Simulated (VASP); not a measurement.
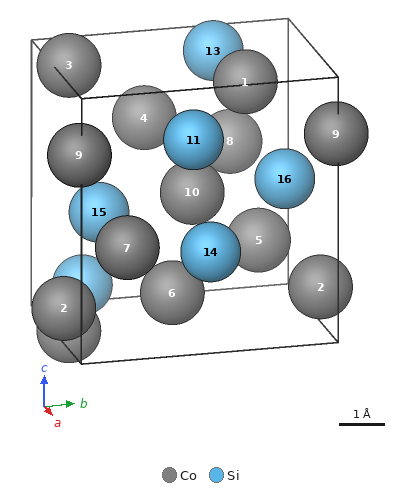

The structure as given in the input (spheres-only view of the cell of the calculation, seen slightly off an axis; atoms are numbered from 1 in the order of the input).

## Co5Si3: molecular dynamics (part 1 of 8)

Co5Si3 (disordered cell, 16 atoms in the cell), computed with Kohn-Sham DFT of a periodic cell, PBE, VASP PAW PBE potentials, recommended, no spin polarisation (VASP 6.6.1).

It belongs to a series of runs on one base structure; here: Langevin dynamics at 1810 K from the last frame before.

INCAR
```
ALGO     = Normal         # electronic algorithm
EDIFF    = 1E-5           # SCF threshold, eV
ENCUT    = 520            # plane-wave cutoff, eV
GGA      = PE             # functional
IBRION   = 0              # ionic algorithm
ISIF     = 2              # what is computed and relaxed
ISMEAR   = -1             # smearing method
ISYM     = 0            
LANGEVIN_GAMMA= 30 30        
LASPH    = True           # aspherical terms in the spheres
LCHARG   = False          # write CHGCAR
LREAL    = Auto         
LWAVE    = False          # write WAVECAR
MDALGO   = 3            
NELM     = 80             # most SCF steps
NELMIN   = 4            
NSW      = 40             # ionic steps
POTIM    = 3.0            # step
PREC     = Accurate       # precision mode
RANDOM_SEED= 88939 0 0    
SIGMA    = 0.156          # smearing width, eV
TEBEG    = 1810.0       
TEEND    = 1810.0
```

KPOINTS
```
Automatic mesh
0
Gamma
  1 1 1
  0.25 0.25 0.25
```

POSCAR
```
Co5Si3
1.0
    6.0338460000      0.0132440000      0.0089480000
    0.0132440000      5.8666660000      0.1294660000
    0.0089480000      0.1294660000      6.1142670000
Co Si
10 6
Direct
    0.4944744698      0.7366456245      0.8925940075
    0.7258217735      0.9845602993      0.1503694742
    0.3711708910      0.0735528430      0.9807560087
    0.1269166365      0.4147764562      0.7019717554
    0.3567966567      0.8148729140      0.2587519938
    0.5781346970      0.4363665486      0.1403035152
    0.9342616788      0.1914222791      0.4088751582
    0.0773566791      0.7580871762      0.5735161519
    0.9245731208      0.0066362130      0.7698964389
    0.5043577784      0.5279996527      0.4945712450
    0.7497652327      0.4847998925      0.7505043232
    0.0699924829      0.1848662599      0.0782584450
    0.1237113434      0.6839365380      0.9321563772
    0.8328699262      0.5358806733      0.3422854575
    0.3341876711      0.1980531155      0.4089258170
    0.5917501512      0.8714232894      0.5375451910
```

Run as:
```bash
cat potpaw_PBE.64/Co/POTCAR potpaw_PBE.64/Si/POTCAR > POTCAR
mpirun -np 1 vasp_std > vasp.out
```

OSZICAR
```
N       E                     dE             d eps       ncg     rms          rms(c)
DAV:   1     0.877275386383E+03    0.87728E+03   -0.47638E+04   136   0.190E+03
DAV:   2    -0.112922940251E+02   -0.88857E+03   -0.86626E+03   136   0.426E+02
DAV:   3    -0.103173258769E+03   -0.91881E+02   -0.82294E+02   140   0.164E+02
DAV:   4    -0.112846122195E+03   -0.96729E+01   -0.91538E+01   192   0.444E+01
DAV:   5    -0.113172919313E+03   -0.32680E+00   -0.32516E+00   192   0.951E+00    0.377E+01
DAV:   6    -0.154127724672E+03   -0.40955E+02   -0.46837E+02   180   0.212E+02    0.863E+01
DAV:   7    -0.117586983364E+03    0.36541E+02   -0.21974E+02   196   0.155E+02    0.405E+01
DAV:   8    -0.106218272073E+03    0.11369E+02   -0.11270E+02   220   0.141E+02    0.369E+01
DAV:   9    -0.103359987254E+03    0.28583E+01   -0.63988E+01   212   0.920E+01    0.255E+01
DAV:  10    -0.105347820088E+03   -0.19878E+01   -0.29236E+01   240   0.699E+01    0.370E+01
DAV:  11    -0.100239808187E+03    0.51080E+01   -0.21486E+01   212   0.417E+01    0.152E+01
DAV:  12    -0.995011497606E+02    0.73866E+00   -0.52897E+00   216   0.274E+01    0.946E+00
DAV:  13    -0.100328087215E+03   -0.82694E+00   -0.49626E+00   232   0.271E+01    0.167E+01
DAV:  14    -0.992184523740E+02    0.11096E+01   -0.39977E+00   232   0.240E+01    0.589E+00
DAV:  15    -0.991941407038E+02    0.24312E-01   -0.10325E+00   208   0.128E+01    0.582E+00
DAV:  16    -0.991584948469E+02    0.35646E-01   -0.89549E-01   240   0.121E+01    0.562E+00
DAV:  17    -0.990703951068E+02    0.88100E-01   -0.36428E-01   224   0.726E+00    0.323E+00
DAV:  18    -0.990871178309E+02   -0.16723E-01   -0.26982E-01   208   0.641E+00    0.359E+00
DAV:  19    -0.990343540742E+02    0.52764E-01   -0.19821E-01   248   0.591E+00    0.121E+00
DAV:  20    -0.990472326127E+02   -0.12879E-01   -0.77554E-02   216   0.354E+00    0.196E+00
DAV:  21    -0.990299459565E+02    0.17287E-01   -0.50595E-02   248   0.296E+00    0.763E-01
DAV:  22    -0.990286238937E+02    0.13221E-02   -0.43695E-03   200   0.516E-01    0.471E-01
DAV:  23    -0.990280838665E+02    0.54003E-03   -0.92385E-04   200   0.304E-01    0.265E-01
DAV:  24    -0.990279651364E+02    0.11873E-03   -0.28299E-04   184   0.165E-01    0.183E-01
DAV:  25    -0.990278541781E+02    0.11096E-03   -0.23668E-04   208   0.166E-01    0.715E-02
DAV:  26    -0.990278349399E+02    0.19238E-04   -0.41048E-05    88   0.706E-02    0.283E-02
DAV:  27    -0.990278334391E+02    0.15009E-05   -0.27542E-05    84   0.306E-02
      1 T=  1717. E= -.95476228E+02 F= -.99027833E+02 E0= -.98120031E+02  EK= 0.35516E+01 SP= 0.00E+00 SK= 0.00E+00
       N       E                     dE             d eps       ncg     rms          rms(c)
DAV:   1    -0.991521139246E+02   -0.12428E+00   -0.28167E+01   136   0.203E+01    0.142E+00
DAV:   2    -0.100007974273E+03   -0.85586E+00   -0.37898E+00   208   0.217E+01    0.127E+01
DAV:   3    -0.992369309487E+02    0.77104E+00   -0.23214E+00   256   0.193E+01    0.257E+00
DAV:   4    -0.992095634828E+02    0.27367E-01   -0.23198E-01   208   0.507E+00    0.117E+00
DAV:   5    -0.992046890227E+02    0.48745E-02   -0.60090E-02   208   0.263E+00    0.963E-01
DAV:   6    -0.992034432767E+02    0.12457E-02   -0.31701E-02   200   0.219E+00    0.840E-01
DAV:   7    -0.992040351331E+02   -0.59186E-03   -0.25178E-02   240   0.188E+00    0.993E-01
DAV:   8    -0.992001171323E+02    0.39180E-02   -0.20353E-02   248   0.182E+00    0.507E-01
DAV:   9    -0.992028886786E+02   -0.27715E-02   -0.19950E-02   232   0.188E+00    0.891E-01
DAV:  10    -0.992011358944E+02    0.17528E-02   -0.19084E-02   256   0.175E+00    0.708E-01
DAV:  11    -0.991986310529E+02    0.25048E-02   -0.74143E-03   256   0.114E+00    0.841E-02
DAV:  12    -0.991988172757E+02   -0.18622E-03   -0.13408E-03   208   0.424E-01    0.205E-01
DAV:  13    -0.991985988897E+02    0.21839E-03   -0.83158E-04   232   0.396E-01    0.457E-02
DAV:  14    -0.991986314563E+02   -0.32567E-04   -0.21422E-04   192   0.189E-01    0.930E-02
DAV:  15    -0.991985872768E+02    0.44180E-04   -0.12777E-04   156   0.157E-01    0.291E-02
DAV:  16    -0.991985833804E+02    0.38964E-05   -0.22655E-05    68   0.692E-02
      2 T=  1881. E= -.95307715E+02 F= -.99198583E+02 E0= -.98295729E+02  EK= 0.38909E+01 SP= 0.00E+00 SK= 0.00E+00
       N       E                     dE             d eps       ncg     rms          rms(c)
DAV:   1    -0.993759826452E+02   -0.17740E+00   -0.51435E+00   136   0.103E+01    0.723E-01
DAV:   2    -0.995360207594E+02   -0.16004E+00   -0.69575E-01   192   0.102E+01    0.550E+00
DAV:   3    -0.994055355634E+02    0.13049E+00   -0.43244E-01   208   0.852E+00    0.125E+00
DAV:   4    -0.993984954006E+02    0.70402E-02   -0.53365E-02   208   0.269E+00    0.648E-01
DAV:   5    -0.993970413363E+02    0.14541E-02   -0.17314E-02   208   0.152E+00    0.586E-01
DAV:   6    -0.993961012526E+02    0.94008E-03   -0.89529E-03   216   0.117E+00    0.383E-01
DAV:   7    -0.993966660358E+02   -0.56478E-03   -0.68897E-03   232   0.999E-01    0.544E-01
DAV:   8    -0.993954343113E+02    0.12317E-02   -0.49933E-03   248   0.877E-01    0.233E-01
DAV:   9    -0.993960768219E+02   -0.64251E-03   -0.45080E-03   232   0.832E-01    0.448E-01
DAV:  10    -0.993960037873E+02    0.73035E-04   -0.54875E-03   248   0.860E-01    0.452E-01
DAV:  11    -0.993950560382E+02    0.94775E-03   -0.27006E-03   256   0.664E-01    0.512E-02
DAV:  12    -0.993951368353E+02   -0.80797E-04   -0.48294E-04   200   0.276E-01    0.135E-01
DAV:  13    -0.993950490996E+02    0.87736E-04   -0.30448E-04   216   0.241E-01    0.414E-02
DAV:  14    -0.993950414344E+02    0.76652E-05   -0.49811E-05    92   0.103E-01
      3 T=  2136. E= -.94977580E+02 F= -.99395041E+02 E0= -.98499690E+02  EK= 0.44175E+01 SP= 0.00E+00 SK= 0.00E+00
       N       E                     dE             d eps       ncg     rms          rms(c)
DAV:   1    -0.995667595092E+02   -0.17171E+00   -0.62637E+00   136   0.114E+01    0.798E-01
DAV:   2    -0.998092033112E+02   -0.24244E+00   -0.98080E-01   208   0.111E+01    0.695E+00
DAV:   3    -0.995929982361E+02    0.21621E+00   -0.63533E-01   224   0.106E+01    0.921E-01
DAV:   4    -0.995928003296E+02    0.19791E-03   -0.60135E-02   208   0.264E+00    0.109E+00
DAV:   5    -0.995881213804E+02    0.46789E-02   -0.23289E-02   208   0.191E+00    0.517E-01
DAV:   6    -0.995880454481E+02    0.75932E-04   -0.10812E-02   224   0.130E+00    0.500E-01
DAV:   7    -0.995874408305E+02    0.60462E-03   -0.65013E-03   232   0.959E-01    0.405E-01
DAV:   8    -0.995869623021E+02    0.47853E-03   -0.45794E-03   256   0.837E-01    0.286E-01
DAV:   9    -0.995880116395E+02   -0.10493E-02   -0.58145E-03   248   0.944E-01    0.536E-01
DAV:  10    -0.995866951757E+02    0.13165E-02   -0.43480E-03   264   0.863E-01    0.182E-01
DAV:  11    -0.995865162332E+02    0.17894E-03   -0.81231E-04   216   0.382E-01    0.482E-02
DAV:  12    -0.995865504479E+02   -0.34215E-04   -0.28115E-04   200   0.209E-01    0.919E-02
DAV:  13    -0.995865029662E+02    0.47482E-04   -0.16624E-04   184   0.191E-01    0.206E-02
DAV:  14    -0.995865102548E+02   -0.72886E-05   -0.35535E-05    68   0.964E-02
      4 T=  2233. E= -.94969099E+02 F= -.99586510E+02 E0= -.98698169E+02  EK= 0.46174E+01 SP= 0.00E+00 SK= 0.00E+00
       N       E                     dE             d eps       ncg     rms          rms(c)
DAV:   1    -0.997054047257E+02   -0.11890E+00   -0.53230E+00   136   0.110E+01    0.859E-01
DAV:   2    -0.999378066044E+02   -0.23240E+00   -0.10160E+00   208   0.118E+01    0.662E+00
DAV:   3    -0.997362550162E+02    0.20155E+00   -0.59998E-01   232   0.103E+01    0.116E+00
DAV:   4    -0.997316268670E+02    0.46281E-02   -0.68903E-02   208   0.308E+00    0.875E-01
DAV:   5    -0.997281718375E+02    0.34550E-02   -0.22588E-02   200   0.179E+00    0.547E-01
DAV:   6    -0.997279769675E+02    0.19487E-03   -0.97884E-03   208   0.123E+00    0.482E-01
DAV:   7    -0.997273804925E+02    0.59648E-03   -0.52047E-03   232   0.839E-01    0.377E-01
DAV:   8    -0.997270061694E+02    0.37432E-03   -0.38155E-03   248   0.798E-01    0.273E-01
DAV:   9    -0.997284902842E+02   -0.14841E-02   -0.59979E-03   240   0.102E+00    0.613E-01
DAV:  10    -0.997268043830E+02    0.16859E-02   -0.50052E-03   256   0.963E-01    0.212E-01
DAV:  11    -0.997266057970E+02    0.19859E-03   -0.98484E-04   232   0.377E-01    0.568E-02
DAV:  12    -0.997266286124E+02   -0.22815E-04   -0.24439E-04   200   0.184E-01    0.869E-02
DAV:  13    -0.997265891699E+02    0.39442E-04   -0.14496E-04   180   0.174E-01    0.177E-02
DAV:  14    -0.997265889103E+02    0.25966E-06   -0.18952E-05    68   0.603E-02
      5 T=  2209. E= -.95158439E+02 F= -.99726589E+02 E0= -.98841774E+02  EK= 0.45681E+01 SP= 0.00E+00 SK= 0.00E+00
       N       E                     dE             d eps       ncg     rms          rms(c)
DAV:   1    -0.998465168614E+02   -0.11993E+00   -0.44732E+00   144   0.103E+01    0.657E-01
DAV:   2    -0.999383790949E+02   -0.91862E-01   -0.49754E-01   200   0.801E+00    0.376E+00
DAV:   3    -0.998715270815E+02    0.66852E-01   -0.24070E-01   208   0.683E+00    0.904E-01
DAV:   4    -0.998703005212E+02    0.12266E-02   -0.40877E-02   208   0.229E+00    0.907E-01
DAV:   5    -0.998667946312E+02    0.35059E-02   -0.18549E-02   208   0.165E+00    0.442E-01
DAV:   6    -0.998667457435E+02    0.48888E-04   -0.73442E-03   208   0.109E+00    0.441E-01
DAV:   7    -0.998666423364E+02    0.10341E-03   -0.50933E-03   232   0.897E-01    0.439E-01
DAV:   8    -0.998658433681E+02    0.79897E-03   -0.30362E-03   240   0.777E-01    0.194E-01
DAV:   9    -0.998667667116E+02   -0.92334E-03   -0.42630E-03   232   0.820E-01    0.485E-01
DAV:  10    -0.998656839688E+02    0.10827E-02   -0.35023E-03   264   0.753E-01    0.156E-01
DAV:  11    -0.998655804925E+02    0.10348E-03   -0.66630E-04   216   0.317E-01    0.665E-02
DAV:  12    -0.998656451532E+02   -0.64661E-04   -0.39965E-04   208   0.235E-01    0.141E-01
DAV:  13    -0.998655596732E+02    0.85480E-04   -0.29837E-04   208   0.218E-01    0.284E-02
DAV:  14    -0.998655626458E+02   -0.29726E-05   -0.48500E-05    84   0.102E-01
      6 T=  2208. E= -.95298899E+02 F= -.99865563E+02 E0= -.98982452E+02  EK= 0.45667E+01 SP= 0.00E+00 SK= 0.00E+00
       N       E                     dE             d eps       ncg     rms          rms(c)
DAV:   1    -0.999806416349E+02   -0.11508E+00   -0.62174E+00   144   0.110E+01    0.653E-01
DAV:   2    -0.100066567297E+03   -0.85926E-01   -0.46822E-01   200   0.718E+00    0.371E+00
DAV:   3    -0.100007844296E+03    0.58723E-01   -0.21932E-01   192   0.669E+00    0.110E+00
DAV:   4    -0.100005132823E+03    0.27115E-02   -0.45452E-02   216   0.243E+00    0.862E-01
DAV:   5    -0.100002132660E+03    0.30002E-02   -0.19906E-02   216   0.168E+00    0.536E-01
DAV:   6    -0.100001537885E+03    0.59477E-03   -0.84590E-03   216   0.117E+00    0.401E-01
DAV:   7    -0.100001651939E+03   -0.11405E-03   -0.55570E-03   224   0.927E-01    0.469E-01
DAV:   8    -0.100000686736E+03    0.96520E-03   -0.41495E-03   256   0.865E-01    0.198E-01
DAV:   9    -0.100001960722E+03   -0.12740E-02   -0.47668E-03   248   0.947E-01    0.546E-01
DAV:  10    -0.100000580763E+03    0.13800E-02   -0.42173E-03   248   0.909E-01    0.209E-01
DAV:  11    -0.100000400288E+03    0.18048E-03   -0.97567E-04   224   0.387E-01    0.891E-02
DAV:  12    -0.100000432980E+03   -0.32692E-04   -0.44464E-04   216   0.242E-01    0.118E-01
DAV:  13    -0.100000373165E+03    0.59815E-04   -0.29078E-04   200   0.209E-01    0.426E-02
DAV:  14    -0.100000364675E+03    0.84901E-05   -0.49518E-05   116   0.103E-01
      7 T=  2211. E= -.95427354E+02 F= -.10000036E+03 E0= -.99118067E+02  EK= 0.45730E+01 SP= 0.00E+00 SK= 0.00E+00
       N       E                     dE             d eps       ncg     rms          rms(c)
DAV:   1    -0.100096366031E+03   -0.95993E-01   -0.37983E+00   144   0.926E+00    0.642E-01
DAV:   2    -0.100222378452E+03   -0.12601E+00   -0.53954E-01   208   0.839E+00    0.506E+00
DAV:   3    -0.100120698155E+03    0.10168E+00   -0.35843E-01   208   0.734E+00    0.132E+00
DAV:   4    -0.100113757394E+03    0.69408E-02   -0.51626E-02   216   0.249E+00    0.645E-01
DAV:   5    -0.100111862065E+03    0.18953E-02   -0.14794E-02   200   0.134E+00    0.455E-01
DAV:   6    -0.100111668094E+03    0.19397E-03   -0.63153E-03   216   0.105E+00    0.392E-01
DAV:   7    -0.100111011140E+03    0.65695E-03   -0.20668E-03   208   0.572E-01    0.196E-01
DAV:   8    -0.100111227820E+03   -0.21668E-03   -0.20293E-03   256   0.545E-01    0.313E-01
DAV:   9    -0.100111649663E+03   -0.42184E-03   -0.35992E-03   232   0.730E-01    0.416E-01
DAV:  10    -0.100110778667E+03    0.87100E-03   -0.23815E-03   264   0.680E-01    0.815E-02
DAV:  11    -0.100110773575E+03    0.50913E-05   -0.34731E-04   208   0.231E-01    0.732E-02
DAV:  12    -0.100110777046E+03   -0.34709E-05   -0.21272E-04   216   0.181E-01    0.826E-02
DAV:  13    -0.100110743621E+03    0.33426E-04   -0.10233E-04   140   0.144E-01    0.175E-02
DAV:  14    -0.100110748948E+03   -0.53274E-05   -0.28338E-05    68   0.864E-02
      8 T=  2118. E= -.95729459E+02 F= -.10011075E+03 E0= -.99226293E+02  EK= 0.43813E+01 SP= 0.00E+00 SK= 0.00E+00
       N       E                     dE             d eps       ncg     rms          rms(c)
DAV:   1    -0.100237428957E+03   -0.12669E+00   -0.45083E+00   144   0.964E+00    0.103E+00
DAV:   2    -0.100710614497E+03   -0.47319E+00   -0.16824E+00   224   0.158E+01    0.990E+00
DAV:   3    -0.100268271277E+03    0.44234E+00   -0.12091E+00   240   0.140E+01    0.165E+00
DAV:   4    -0.100254142146E+03    0.14129E-01   -0.85302E-02   208   0.321E+00    0.582E-01
DAV:   5    -0.100253499031E+03    0.64312E-03   -0.22441E-02   200   0.165E+00    0.603E-01
DAV:   6    -0.100252841427E+03    0.65760E-03   -0.12277E-02   192   0.141E+00    0.494E-01
DAV:   7    -0.100253113155E+03   -0.27173E-03   -0.82376E-03   240   0.114E+00    0.527E-01
DAV:   8    -0.100251736196E+03    0.13770E-02   -0.48121E-03   256   0.943E-01    0.187E-01
DAV:   9    -0.100252495121E+03   -0.75893E-03   -0.38576E-03   232   0.842E-01    0.430E-01
DAV:  10    -0.100251764565E+03    0.73056E-03   -0.33305E-03   256   0.736E-01    0.231E-01
DAV:  11    -0.100251491076E+03    0.27349E-03   -0.10423E-03   224   0.438E-01    0.568E-02
DAV:  12    -0.100251545421E+03   -0.54345E-04   -0.37310E-04   208   0.237E-01    0.116E-01
DAV:  13    -0.100251489898E+03    0.55523E-04   -0.26323E-04   216   0.208E-01    0.608E-02
DAV:  14    -0.100251473333E+03    0.16564E-04   -0.51227E-05    68   0.105E-01    0.155E-02
DAV:  15    -0.100251472250E+03    0.10839E-05   -0.18458E-05    68   0.377E-02
      9 T=  2091. E= -.95927179E+02 F= -.10025147E+03 E0= -.99361598E+02  EK= 0.43243E+01 SP= 0.00E+00 SK= 0.00E+00
       N       E                     dE             d eps       ncg     rms          rms(c)
DAV:   1    -0.100413372785E+03   -0.16190E+00   -0.47255E+00   136   0.983E+00    0.673E-01
DAV:   2    -0.100592324908E+03   -0.17895E+00   -0.68068E-01   216   0.950E+00    0.621E+00
DAV:   3    -0.100440196052E+03    0.15213E+00   -0.53993E-01   240   0.859E+00    0.144E+00
DAV:   4    -0.100431768061E+03    0.84280E-02   -0.51617E-02   216   0.249E+00    0.620E-01
DAV:   5    -0.100430714221E+03    0.10538E-02   -0.16643E-02   208   0.149E+00    0.543E-01
DAV:   6    -0.100429691456E+03    0.10228E-02   -0.92874E-03   196   0.130E+00    0.364E-01
DAV:   7    -0.100430433370E+03   -0.74191E-03   -0.62185E-03   240   0.964E-01    0.592E-01
DAV:   8    -0.100429084474E+03    0.13489E-02   -0.51424E-03   224   0.886E-01    0.230E-01
DAV:   9    -0.100429482442E+03   -0.39797E-03   -0.38243E-03   248   0.782E-01    0.363E-01
DAV:  10    -0.100428959988E+03    0.52245E-03   -0.26001E-03   256   0.645E-01    0.218E-01
DAV:  11    -0.100428746921E+03    0.21307E-03   -0.70515E-04   224   0.359E-01    0.509E-02
DAV:  12    -0.100428805921E+03   -0.59000E-04   -0.33391E-04   200   0.236E-01    0.118E-01
DAV:  13    -0.100428735858E+03    0.70063E-04   -0.24962E-04   216   0.212E-01    0.281E-02
DAV:  14    -0.100428734162E+03    0.16958E-05   -0.26454E-05    68   0.834E-02
     10 T=  2020. E= -.96250893E+02 F= -.10042873E+03 E0= -.99531103E+02  EK= 0.41778E+01 SP= 0.00E+00 SK= 0.00E+00
       N       E                     dE             d eps       ncg     rms          rms(c)
DAV:   1    -0.100488766988E+03   -0.60031E-01   -0.71015E+00   136   0.116E+01    0.778E-01
DAV:   2    -0.100716119523E+03   -0.22735E+00   -0.96432E-01   216   0.104E+01    0.692E+00
DAV:   3    -0.100518824747E+03    0.19729E+00   -0.57459E-01   224   0.960E+00    0.936E-01
DAV:   4    -0.100516784770E+03    0.20400E-02   -0.53094E-02   208   0.252E+00    0.937E-01
DAV:   5    -0.100513957500E+03    0.28273E-02   -0.26280E-02   200   0.188E+00    0.658E-01
DAV:   6    -0.100512974049E+03    0.98345E-03   -0.13267E-02   232   0.143E+00    0.465E-01
DAV:   7    -0.100513435400E+03   -0.46135E-03   -0.83614E-03   240   0.115E+00    0.583E-01
DAV:   8    -0.100511821201E+03    0.16142E-02   -0.54213E-03   256   0.103E+00    0.184E-01
DAV:   9    -0.100513029304E+03   -0.12081E-02   -0.53380E-03   240   0.922E-01    0.543E-01
DAV:  10    -0.100511709135E+03    0.13202E-02   -0.47334E-03   248   0.870E-01    0.190E-01
```
